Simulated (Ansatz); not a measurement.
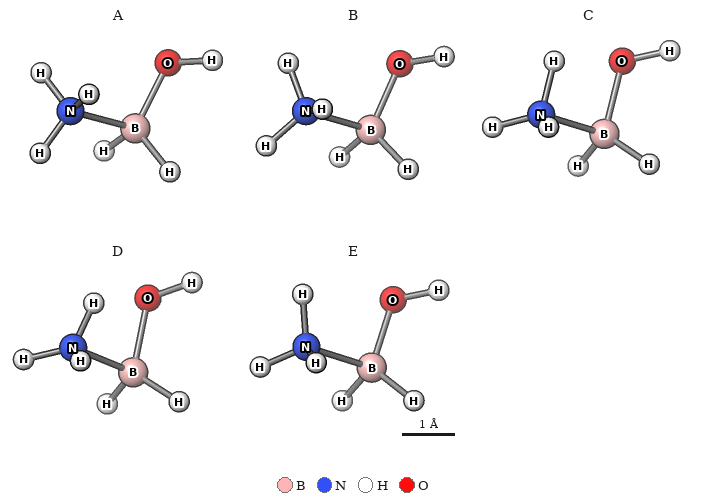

5 geometries from one relaxation of BNH6O (started from a transition state, displaced along its imaginary mode), in shuffled order. The picture is a ball-and-stick view, seen at a tilt.

All numbers below come from RKS PBE0-D4/def2-TZVP in Ansatz 0.2.0. (force threshold 0.005 eV/Å; at most 200 steps)

Put them in the order of the run, from the start to the converged end.

D, C, E, B, A. They are steps 0, 2, 6, 11, 21, at +71.2 kJ/mol, +29.1 kJ/mol, +7.22 kJ/mol, +2.29 kJ/mol relative to the last. After 16 accepted moves (21 points after the start) the energy has fallen by 71.2 kJ/mol. The largest force component goes from 2.8 to 0.0043 eV/Å. The line search rejected the trial steps at points 5, 9, 12, 16, 18 of the run. The atom that moves furthest after the best rigid fit is an H atom (1.03 Å). By element the largest moves are H 1.03 Å, O 0.39 Å, B 0.17 Å, N 0.07 Å. Near-neighbour distances that change, for instance: H–O 1.473 → 2.622 Å, B–O 1.498 → 1.435 Å, B–N 1.633 → 1.680 Å, B–H 1.208 → 1.218 Å. Bond angles that change, for instance: B–N–H 75.4° → 108.1°, N–B–O 89.9° → 105.0°, H–N–H 119.0° → 108.0°. Groups turn about B–N by about 60°. Cost: 35 s on 2 threads of Arm Neoverse V2, with other jobs on the host.
